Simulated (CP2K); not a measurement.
Consider isocyanooxirane at its PBE geometry (Å).

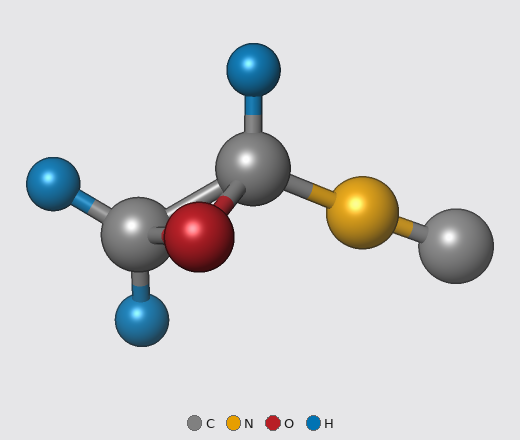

The molecule (carbon grey, nitrogen orange, oxygen red, hydrogen blue).

```xyz
8

C     2.5134    0.7182    0.1618
N     1.3345    0.6062    0.1461
C    -0.0671    0.5247    0.1119
C    -0.7298   -0.7404   -0.2554
O    -0.6927   -0.2769    1.1214
H    -0.5419    1.4874   -0.0900
H    -0.1045   -1.6116   -0.4628
H    -1.7121   -0.7075   -0.7330
```

Method: CP2K XAS_TDP, all-electron GAPW, PBEh(45%), aug-cc-pVDZ, TDA, GW2X-corrected core level, no relativity.

Question: Where do the N K-edge lines lie, and how strong are they?

Leading lines: N2 402.05 eV. The leading line of an atom is its first one with 35 % of the strongest within 2.5 eV of its lowest line over the strength cut. Core ionisation energies at this level: N2 407.05 eV.

The first six lines of each atom with a strength over 0.0015:

```
              atom  energy (eV)  states  strength, one atom  above the computed threshold
N2 (bonded to 2 C)       402.05       1              0.0340                              
                         402.11       1              0.0385                              
                         405.23       1              0.0020                              
                         405.89       1              0.0040                              
                         406.22       1              0.0021                              
                         406.69       1              0.0045
```

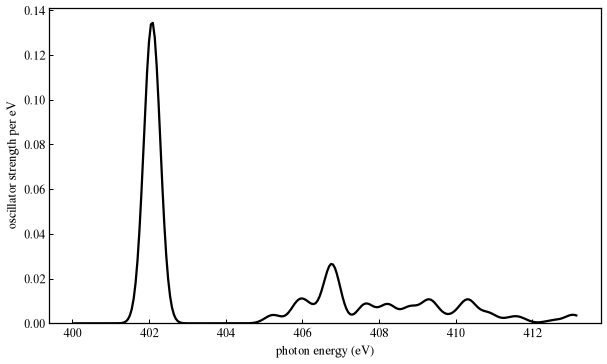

All atoms added, broadened by 0.5 eV.

Lines are vertical, at one geometry, with no vibrational structure. GW2X ionisation energies and lines can be off by 1 to 2 eV either way, and a good line position may hide errors that cancel. These values hold no scalar relativity, about 0.2 eV for N 1s. Rydberg lines, and the discretised continuum above threshold, depend on the basis and the box.

[Banner, clock and machine lines of the logs are left out without a mark of their own.]

[Logs are printed without paths, hosts, clocks, repeated set-up lines and the standing remarks that a program may print on its own settings, such as how far it seeks lower states.]

[Hosts, paths, dates, database ids (printed as entryN), source tags and the programs' standing remarks are cut or masked in the printed files.]
